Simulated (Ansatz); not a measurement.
**SiH2O (oxosilane): levels of theory compared**

We compute a comparison of 4 runs (HF/STO-3G, SVWN5/def2-TZVPP, MP2/def2-TZVPP, CCSD(T)/def2-TZVPP) of SiH2O (oxosilane). 

The results are computed with Ansatz 0.2.0.

50 further runs of the same task are left out: 50 set aside as unsound or not needed.

## 1. The system as given

SiH2O has 4 atoms, charge 0, and is taken as a singlet. SMILES: `O=[SiH2]`. The Si2–H4 distance was set to 2.674 Å, away from the relaxed value. At this shape a bond of the SMILES string is far longer than usual.

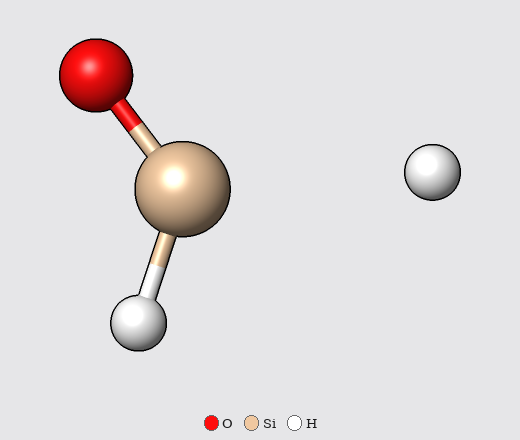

The structure, seen from a chosen angle (oxygen red, silicon light orange, hydrogen white).

## 2. The energy at HF/STO-3G (run 1)

Contents of job.yaml:

```yaml
crystal:
  periodic: [false, false, false]
  atoms:
    - {symbol: O, position_ang: [-0.168565, -0.316790, 2.400022]}
    - {symbol: Si, position_ang: [0.107935, -0.720490, 0.965422]}
    - {symbol: H, position_ang: [0.554535, -2.076290, 0.554322]}
    - {symbol: H, position_ang: [-0.150000, 0.922700, -1.128300]}
basis:
  gaussian: {orbitals: STO-3G}
total_charge: 0
hamiltonian: {xc: hf}
accuracy: high
output: {orbitals: {seedname: orbitals}}
```

Command:

```
ansatz run job.yaml --threads 1 --pin off --max-ram 3480MiB --events-out events.jsonl --progress --plain --runs-dir runs
```

Output:

```text
Warning: RAYON_NUM_THREADS=1 ignored (pool sized by the plan → 1); use --threads N
Functional definition: HF
  name "HF"
  exchange = exact_x
  correlation = 0
266 factors; integrals over basis functions are off by at most 2.6e-8 eV
mean field evaluation 1: about -9796.9771 eV, gradient 3.6e1 eV
mean field evaluation 2: about -9796.9892 eV, gradient 3.6e1 eV
mean field evaluation 4: about -9803.3082 eV, gradient 4.6e0 eV
mean field evaluation 8: about -9803.5026 eV, gradient 9.1e-2 eV
mean field -9803.49803834 eV, -360.2719078593 hartree, gradient 5.0e-8 eV, S^2 0.000000; 0 other end points of the search recorded, 0 dependent functions left out
reference -9803.49803834 eV, -360.2719078593 hartree; 12, 12 occupied and 4, 4 virtual orbitals, 266 factors
Total energy: -9803.49803834 eV, -360.2719078593 hartree
```

Wall time 0.08 s (1 thread of Arm Neoverse V2, shared host).

## 3. The energy at SVWN5/def2-TZVPP (run 2)

Contents of run.yaml:

```yaml
crystal:
  periodic: [false, false, false]
  atoms:
    - symbol: O
      position_ang: [-0.168565, -0.316790, 2.400022]
    - symbol: Si
      position_ang: [0.107935, -0.720490, 0.965422]
    - symbol: H
      position_ang: [0.554535, -2.076290, 0.554322]
    - symbol: H
      position_ang: [-0.150000, 0.922700, -1.128300]
basis:
  gaussian:
    orbitals: def2-TZVPP
hamiltonian:
  xc: {name: SVWN5}
accuracy: high
output: {orbitals: {seedname: orbitals}}
```

Command:

```
ansatz run run.yaml --threads 1 --pin off --max-ram 3480MiB --events-out events.jsonl --progress --plain --runs-dir runs
```

Output:

```text
Warning: RAYON_NUM_THREADS=1 ignored (pool sized by the plan → 1); use --threads N
Functional definition: SVWN5
  name "SVWN5"
  exchange = slater_x
  correlation = vwn5_c
1544 factors; integrals over basis functions are off by at most 3.4e-9 eV
mean field evaluation 1: about -9898.4430 eV, gradient 7.4e1 eV
mean field evaluation 2: about -9722.2284 eV, gradient 2.0e2 eV
mean field evaluation 4: about -9908.1111 eV, gradient 1.1e1 eV
mean field evaluation 8: about -9908.6561 eV, gradient 1.0e0 eV
mean field evaluation 16: about -9908.6543 eV, gradient 2.3e-4 eV
mean field -9908.65434099 eV, -364.1363307041 hartree, gradient 6.0e-8 eV, S^2 0.000000; 0 other end points of the search recorded, 0 dependent functions left out
reference -9908.65434406 eV, -364.1363308170 hartree; 12, 12 occupied and 89, 89 virtual orbitals, 1544 factors
Total energy: -9908.65434406 eV, -364.1363308170 hartree
```

Run time: 2.6 s. Hardware: 1 thread of Arm Neoverse V2, shared host; peak memory 0.18 GiB.

## 4. A single-point energy at MP2/def2-TZVPP (run 3)

Changes to job.yaml since step 2:

```diff
@@ -8,6 +8,10 @@
 basis:
-  gaussian: {orbitals: STO-3G}
-total_charge: 0
-hamiltonian: {xc: hf}
+  gaussian:
+    orbitals: def2-TZVPP
+magnetization:
+  spin_polarized: false
+  initial_magnetization: 0
+correlation:
+  method: mp2
+  frozen_orbitals: {H: 0, O: 1, Si: 5}
 accuracy: high
-output: {orbitals: {seedname: orbitals}}
```

Command:

```
ansatz run job.yaml --threads 1 --pin off --max-ram 3480MiB --events-out events.jsonl --progress --plain --runs-dir runs
```

Output (excerpt; [...] marks lines left out):

```text
Warning: RAYON_NUM_THREADS=1 ignored (pool sized by the plan → 1); use --threads N
Functional definition: HF
  name "HF"
[...]
1544 factors; integrals over basis functions are off by at most 3.4e-9 eV
[...]
mean field -9927.85577740 eV, -364.8419704773 hartree, gradient 1.7e-8 eV, S^2 0.000000; 1 other end points of the search recorded, 0 dependent functions left out; unrestricted orbitals would lower it
[...]
unrestricted determinant -9928.90454215 eV, -364.8805118709 hartree, S^2 0.8133
6 core orbitals not correlated: weight in the atoms' cores, before any rotation towards them, 1.000 or more for the frozen orbitals, at most 0.000 for the correlated occupied ones
reference -9927.85577740 eV, -364.8419704773 hartree; 6, 6 occupied and 89, 89 virtual orbitals, 1544 factors
second order -10.26972417 eV of doubles, -0.00000000 eV of singles
Total energy: -9938.12550157 eV, -365.2193758794 hartree
```

Run time: 3.6 s. Hardware: 1 thread of Arm Neoverse V2, shared host; peak memory 0.22 GiB.

## 5. The energy at CCSD(T)/def2-TZVPP (run 4)

Changes to job.yaml since step 4:

```diff
@@ -8,10 +8,6 @@
 basis:
-  gaussian:
-    orbitals: def2-TZVPP
-magnetization:
-  spin_polarized: false
-  initial_magnetization: 0
-correlation:
-  method: mp2
-  frozen_orbitals: {H: 0, O: 1, Si: 5}
+  gaussian: {orbitals: def2-TZVPP}
+total_charge: 0
+correlation: {method: ccsd_t, frozen_orbitals: {H: 0, O: 1, Si: 5}}
 accuracy: high
+scf: {omitted_lower_state_checks: [cluster_reference, increment]}
```

Command:

```
ansatz run job.yaml --threads 1 --pin off --max-ram 3480MiB --events-out events.jsonl --progress --plain --runs-dir runs
```

Output:

```text
Warning: RAYON_NUM_THREADS=1 ignored (pool sized by the plan → 1); use --threads N
[... 12 lines left out ...]
6 core orbitals not correlated: weight in the atoms' cores, before any rotation towards them, 1.000 or more for the frozen orbitals, at most 0.000 for the correlated occupied ones
[... 31 lines left out ...]
Total energy: -9939.30995241 eV, -365.2629036447 hartree
Checks for a lower state left out: cluster_reference, increment
```

Wall time 15 s (1 thread of Arm Neoverse V2, shared host); peak memory 0.66 GiB.

## 6. All runs side by side

```csv
run,level,frozen core orbitals,energy (Eh),wall time
1,HF/STO-3G,–,-360.271908,0.08 s
2,SVWN5/def2-TZVPP,–,-364.136331,2.6 s
3,MP2/def2-TZVPP,6,-365.219376,3.6 s
4,CCSD(T)/def2-TZVPP,6,-365.262904,15 s
```

## 7. Summary of results

| quantity | value |
| --- | --- |
| run 4: total energy | -365.26290 Eh |
| run 4: correlation energy (6 core orbitals frozen) | -420.9 mEh |
| run 4: (T) correction | -22.22 mEh |
| run 4: T1 diagnostic | 0.031 |

What this shows: In run 4 the T1 diagnostic is large, so a single reference may not serve. In runs 3, 4 the log says that unrestricted orbitals would lower the reference, so the values rest on an unstable closed-shell determinant (other closed-shell runs at this shape may share the fault). In run 1 the basis is minimal, so the values are rough. In runs 1, 2, 3, 4 a closed-shell determinant meets a far-stretched bond, which it describes badly. All runs together took 21 s, the longest 15 s.
